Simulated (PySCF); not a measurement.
**A diatomic session: BAs−**

One job finds the state of BAs−, follows it along the bond with each method and fits the curves.

Method: B aug-cc-pVDZ-DK, As aug-cc-pVDZ-DK, spin-free X2C with a Gaussian nucleus; program: PySCF 2.14.0.

3 further runs of the same task are left out: 1 that didn't finish, 2 set aside as unsound or not needed.

### Step 1. Input

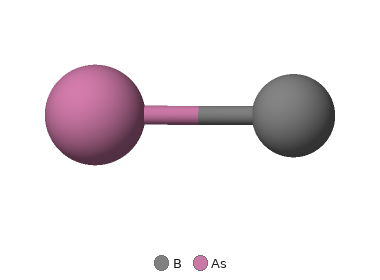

The two atoms at the starting distance (boron grey, arsenic pink).

The job is set up so:

```json
{
  "atoms": "B, As",
  "charge": "-1",
  "basis": "B aug-cc-pVDZ-DK, As aug-cc-pVDZ-DK",
  "Hamiltonian": "spin-free X2C with a Gaussian nucleus",
  "basis functions": "59",
  "electrons treated": "39",
  "masses in u": "11.0093, 74.9216",
  "levels": "PBE0, PBE, r²SCAN, M06-2X, r²SCAN0, PBEsol, LC-ωPBE, MP2, SCS-MP2",
  "grid": "80 radial by 434 angular points",
  "occupations": "held fixed by the projection of orbital angular momentum",
  "dissociation limit": "B + As−, each in its ground configuration",
  "starting distance in angstrom": "2.090",
  "values of 2S to try": "1, 3"
}
```

The runs that follow: The PBE0 curve of the state that the search chose; Excited determinants; PBE (GGA); r²SCAN; M06-2X; r²SCAN0; PBEsol; LC-ωPBE (range-separated hybrid).

**Question.** What will these runs give? Wanted: for each run, Re; ωe; De; μ.

The runs gave:

Lowest PBE0 solution found, without spin–orbit coupling: ²Σ⁺ (doublet), unpaired electrons σ ↑. State 2 has its PBE0 minimum 0.71 eV higher. The other levels ran on the lowest alone.

```csv
level,Re (Å),ωe (cm⁻¹),De (eV),μ (D)
ROHF-MP2,1.832,852,4.77,n/a
ROHF-SCS-MP2,1.832,848,4.48,n/a
PBE,1.822,846,5.07,2.60
PBEsol,1.815,858,5.36,2.57
r²SCAN,1.806,882,4.95,2.28
PBE0,1.805,885,4.78,2.35
r²SCAN0,1.796,904,4.68,2.13
M06-2X,1.798,904,4.44,2.02
LC-ωPBE,1.778,939,4.45,2.13
```

De is counted to B + As− in their ground configurations. A positive dipole points from B to As; in an ion it is taken about the centre of mass and does not tell which atom is negative.

Bond lengths run from 1.778 Å (LC-ωPBE) to 1.832 Å (ROHF-SCS-MP2). Of the levels with a De here, M06-2X gives the least (4.44 eV) and PBEsol the most (5.36 eV).

Correlated steps freeze 10 core orbitals. With some functionals the highest level of the anion is positive, from self-interaction error or because the anion is truly unbound there; the finite basis then holds the extra electron, and no neutral molecule was run to test the binding.
